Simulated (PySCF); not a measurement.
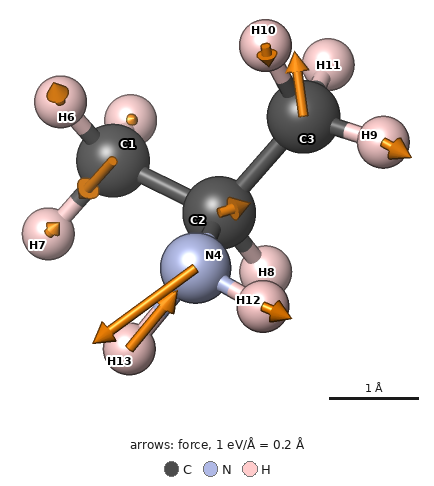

Starting geometry of C$_{3}$H$_{9}$N with the computed forces as orange arrows. Style: ball-and-stick. Shown at a tilt.

The start comes from MMFF94s. Its atoms were then displaced at random by about 0.03 Å.

The calculation used PBE0-D3(BJ)/def2-SVP geometry optimisation, gas phase in PySCF. 

**What follows when this structure is relaxed?**

It isn't relaxed: the largest force vector, on the N atom, is 7.31 eV/Å. The final displacements follow the starting forces only in part (cosine between the two patterns 0.78). The atom that moves furthest after the best rigid fit is an H atom (0.11 Å). By element the largest moves are H 0.11 Å, C 0.10 Å, N 0.09 Å. Among the contacts that change: H–N 1.203 → 1.019 Å, C–N 1.380 → 1.455 Å, C–C 1.466 → 1.521 Å, C–H 1.051 → 1.102 Å. Among the angles between lasting bonds that change: C–C–H 119.6° → 110.1°, H–C–H 99.6° → 107.6°, H–C–H 102.5° → 108.8°. Over 9 geometry steps the energy falls by 1.083 eV. Cost: 29 s on 1 thread of Arm Neoverse V1 (shared host).
